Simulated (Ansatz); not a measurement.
# Ge₂H₆O₃: what the fields show

```yaml
atoms:
  - { symbol: Ge, position_ang: [-0.0322, -0.0550, 0.0237] }
  - { symbol: O, position_ang: [-0.0173, -0.4418, 1.7827] }
  - { symbol: H, position_ang: [-0.7551, 0.0286, 2.2182] }
  - { symbol: Ge, position_ang: [2.2662, -0.0185, -0.7732] }
  - { symbol: H, position_ang: [2.9573, -1.3588, -0.4155] }
  - { symbol: H, position_ang: [2.2644, 0.1642, -2.3112] }
  - { symbol: H, position_ang: [3.0266, 1.1535, -0.1059] }
  - { symbol: O, position_ang: [-0.8695, 1.5136, -0.2313] }
  - { symbol: H, position_ang: [-1.7200, 1.3283, -0.6766] }
  - { symbol: O, position_ang: [-1.1090, -1.2280, -0.8288] }
  - { symbol: H, position_ang: [-1.1517, -2.0639, -0.3261] }
```

Level of theory: Ansatz 0.2.0, RKS PBE/def2-SVP.

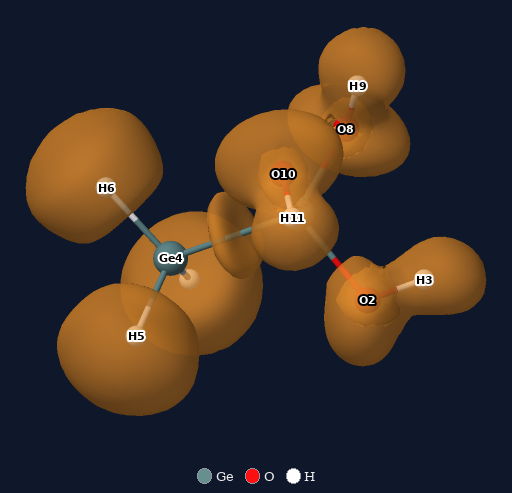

Figure 1. Isosurface of the electron localisation function at 0.75 (orange), seen at a tilt. Only the valence region is drawn (cores and ρ < 0.01 e/Å³ removed).

Identify the bonds, lone pairs and shells in this picture.

Answer. At this value the surface marks out one region between bonded Ge–Ge atoms (shared pairs), three regions around hydrogen nuclei and three joined regions spread over several atoms (H, O), in which their bonds and any lone pairs are merged. Along the contacts the grid gives the following. Ge–O (1.80 Å): the ELF peaks at about 0.85 in the valence shell of O, 0.6 Å from its nucleus, and is about 0.35 at the midpoint. Ge–Ge (2.43 Å): the ELF peaks at about 0.85 between the atoms; a shared electron pair.

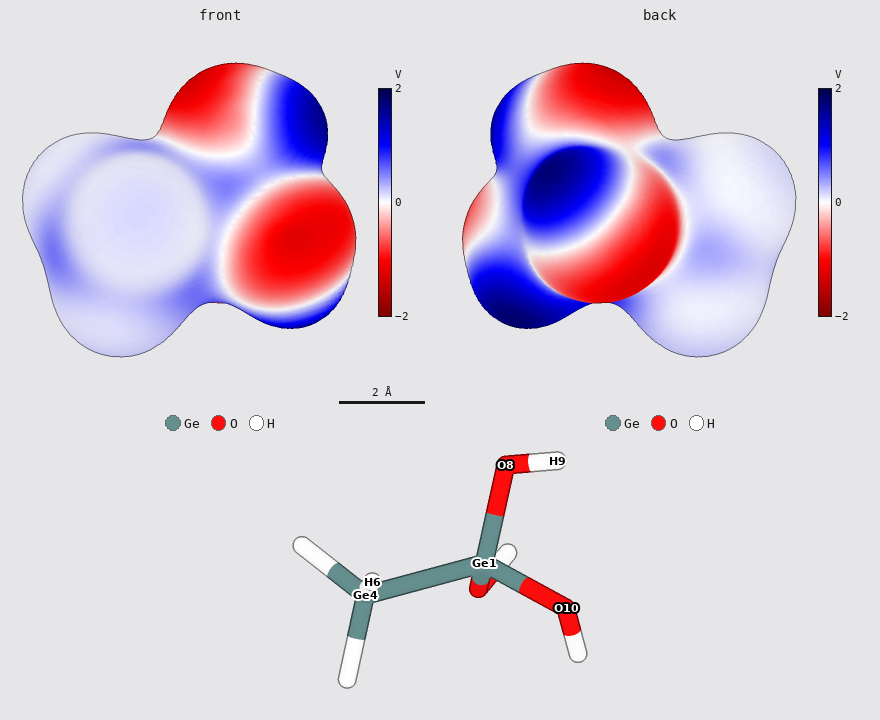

Figure 2. The electrostatic potential painted on the density surface at 0.001 e/bohr³, seen from the front and from behind; the colour scale runs from red (negative) to blue (positive). The bare structure is drawn below in the same view.

Which sites attract a positive test charge, and which a negative one?

Answer. A positive charge is drawn to the negative regions and a negative charge to the positive ones. The most negative region (about −1.3 V, or −30 kcal/mol for a unit charge) lies over O8, the most positive (about +1.7 V, or +39 kcal/mol for a unit charge) over H3 and H11. O8 is the likeliest acceptor of a hydrogen bond.

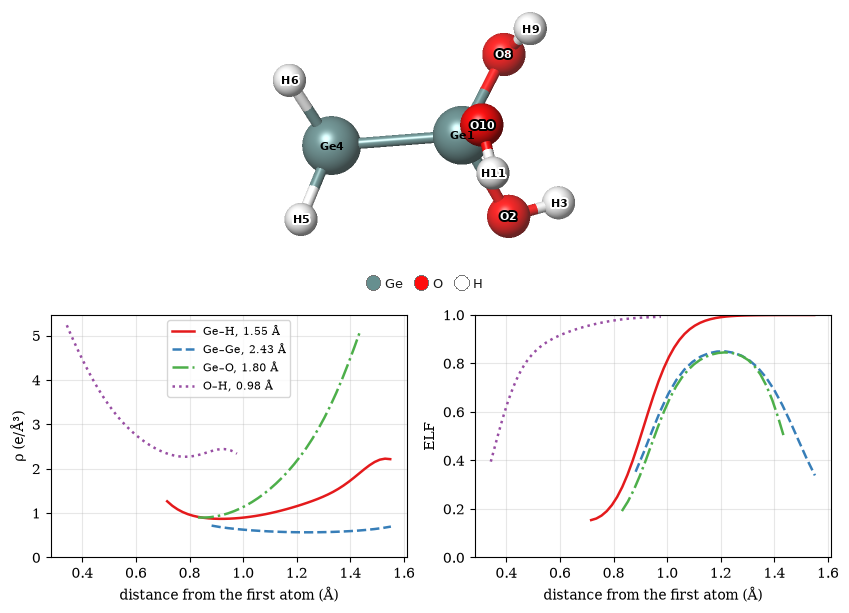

Figure 3. Electron density and ELF along straight lines between neighbouring atoms. The curves leave out the atomic cores. The structure is drawn too.

Compare the contacts.

Answer. Ge–H (1.55 Å): ρ is about 1 e/Å³ halfway; the ELF climbs to about 1 towards the hydrogen.
Ge–Ge (2.43 Å): ρ at the midpoint is about 0.57 e/Å³; the ELF peaks at about 0.85 between the atoms (a covalent bond).
Ge–O (1.80 Å): ρ is about 0.93 e/Å³ halfway; the ELF peaks at about 0.85 in the valence shell of O, 0.6 Å from its nucleus, and is about 0.35 at the midpoint.
O–H (0.98 Å): ρ at the midpoint is about 3.5 e/Å³; the ELF climbs to about 1 towards the hydrogen: an ordinary covalent bond to hydrogen.

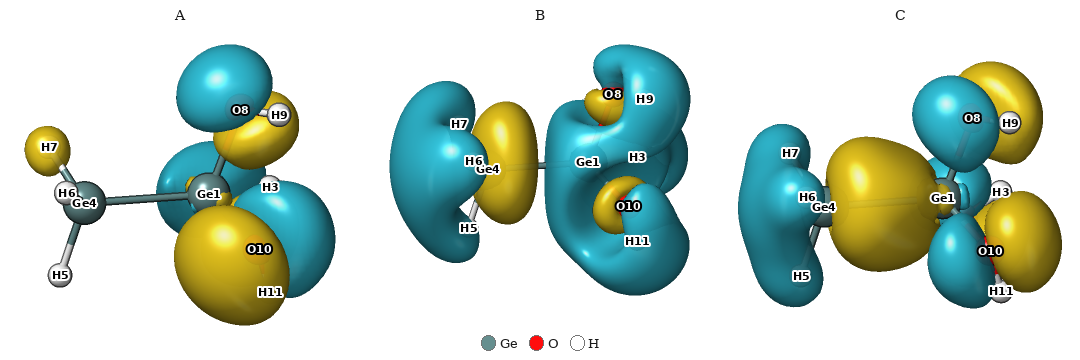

Figure 4. Three frontier orbitals at ±0.06 Å⁻³ᐟ² (yellow and cyan are the two phases), in no order.

Order the three orbitals by energy and name them.

Answer. A is the HOMO−1 (−6.80 eV). By Hirshfeld shares it lies mainly on O10 (about 50 %), O2 (about 25 %), O8 (about 15 %) and Ge1 (about 5 %); largely a combination of lone pairs on O10, O2 and O8. C is the HOMO (−6.47 eV). Its weight (Hirshfeld) is mainly on O8 (about 25 %), O10 (about 20 %), O2 (about 20 %), Ge4 (about 15 %) and Ge1 (about 15 %). B is the LUMO (−0.87 eV). Its weight (Hirshfeld) is mainly on Ge4 (about 25 %), Ge1 (about 25 %), O10 (about 10 %), O2 (about 10 %) and O8 (about 5 %).

What is the HOMO–LUMO gap?

Answer. 5.60 eV between the orbital energies.
